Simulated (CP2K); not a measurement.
Consider diazene at its PBE geometry (Å).

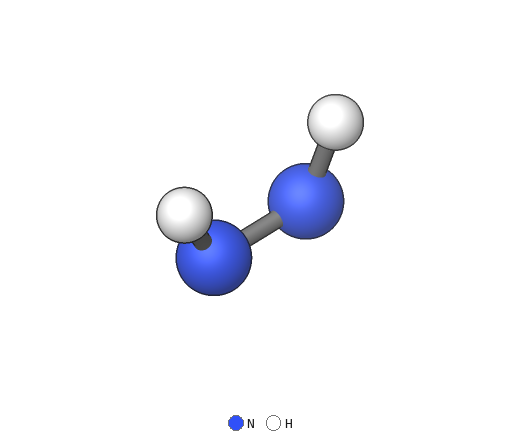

The molecule (nitrogen blue, hydrogen white).

```xyz
4

N    -0.6264    0.4842   -0.0196
N     0.6228    0.4858    0.0400
H    -1.0244   -0.4869   -0.0600
H     1.0279   -0.4831    0.0396
```

Method: CP2K XAS_TDP, all-electron GAPW, PBEh(45%), aug-cc-pVTZ, TDA, GW2X-corrected core level, no relativity.

**Question.** Where do the N K-edge lines lie, and how strong are they?

Leading lines: N1 398.31 eV. The leading line of an atom is its first one with 35 % of the strongest within 2.5 eV of its lowest line over the strength cut. Core ionisation energies at this level: N1 406.55 eV.

The first six lines of each atom with a strength over 0.0015:

```csv
atom,energy (eV),states,"strength, one atom",above the computed threshold
"N1 (bonded to N and H), 2 alike",398.31,1,0.0630,
,403.19,1,0.0212,
,405.25,1,0.0027,
,405.87,1,0.0101,
,406.28,1,0.0048,
,407.01,1,0.0022,yes
```

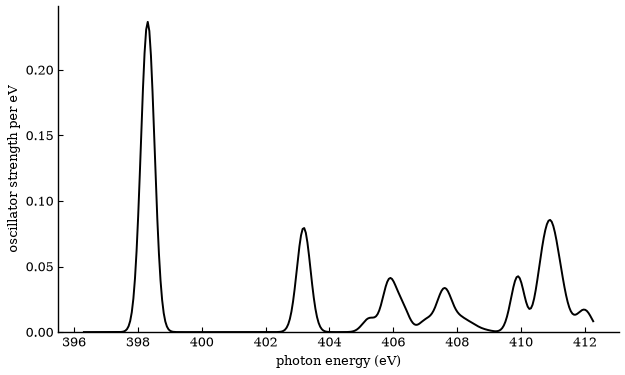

All atoms added, broadened by 0.5 eV.

Lines are vertical, at one geometry, with no vibrational structure. GW2X ionisation energies and lines can be off by 1 to 2 eV either way, and a good line position may hide errors that cancel. These values hold no scalar relativity, about 0.2 eV for N 1s. Rydberg lines, and the discretised continuum above threshold, depend on the basis and the box.

[Banner, clock and machine lines of the logs are left out without a mark of their own.]

[Logs are printed without paths, hosts, clocks, repeated set-up lines and the standing remarks that a program may print on its own settings, such as how far it seeks lower states.]

[Hosts, paths, dates, database ids (printed as entryN), source tags and the programs' standing remarks are cut or masked in the printed files.]
